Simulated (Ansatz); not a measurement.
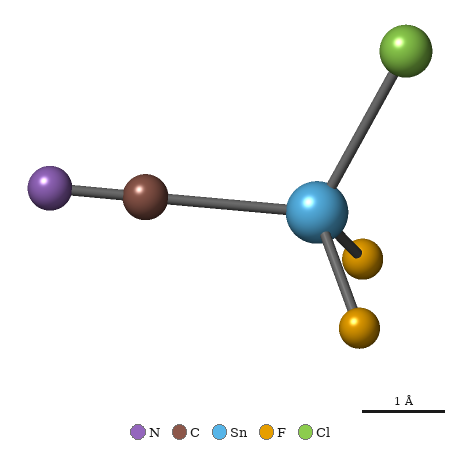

This is the input geometry for a relaxation of SnCNClF$_{2}$. Style: ball-and-stick. Shown at a tilt.

The start comes from PBE-D4/def2-SVP.

Level of theory: RKS PBE0-D4/def2-TZVP (Ansatz 0.2.0).

The input:
```yaml
crystal:
  periodic: [false, false, false]
  atoms:
    - {symbol: N, position_ang: [1.629973, -1.804658, 1.281127]}
    - {symbol: C, position_ang: [0.934782, -1.048023, 0.715146]}
    - {symbol: Sn, position_ang: [-0.307542, 0.322341, -0.292515]}
    - {symbol: F, position_ang: [-1.759046, -0.637442, -1.134989]}
    - {symbol: F, position_ang: [0.700734, 1.137308, -1.727668]}
    - {symbol: Cl, position_ang: [-1.156801, 1.966373, 1.112699]}
basis:
  gaussian: {orbitals: def2-TZVP}
hamiltonian: {xc: pbe0, dispersion: d4}
relax: {f_tol: 0.005, max_steps: 150}
```

Run as
```bash
ansatz run in.yaml --threads 4 --pin off --events-out ev --progress --plain --max-ram 10444MiB
```

**Predict the outcome.**

The atom that moves furthest after the best rigid fit is F4 (0.060 Å). By element the largest moves are F 0.060 Å, Cl 0.056 Å, N 0.045 Å, C 0.024 Å, Sn 0.013 Å. Among the contacts that change: Sn3–Cl6 2.324 → 2.265 Å, Sn3–F4 1.933 → 1.884 Å, C2–Sn3 2.106 → 2.075 Å, N1–C2 1.173 → 1.151 Å. Over 3 geometry steps the energy falls by 0.132 eV. The largest force component goes from 1.6 to 0.0047 eV/Å.

History of the run:

```json
{"step": "0", "E − E(0), eV": "0.0000", "largest force component, eV/Å": "1.6457"}
{"step": "1", "E − E(0), eV": "-0.1281", "largest force component, eV/Å": "0.3027"}
{"step": "2", "E − E(0), eV": "-0.1323", "largest force component, eV/Å": "0.0251"}
{"step": "3", "E − E(0), eV": "-0.1323", "largest force component, eV/Å": "0.0047"}
```

Final geometry:

```xyz
6

N     1.6021   -1.7813    1.2545
C     0.9233   -1.0385    0.6960
Sn   -0.3019    0.3223   -0.2807
F    -1.7136   -0.6171   -1.1022
F     0.6760    1.1156   -1.6824
Cl   -1.1438    1.9347    1.0686
```

The end point in the same view:

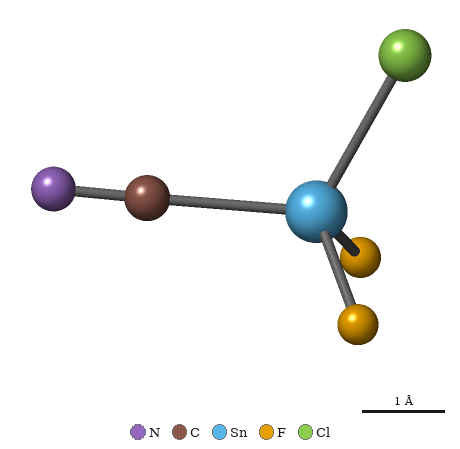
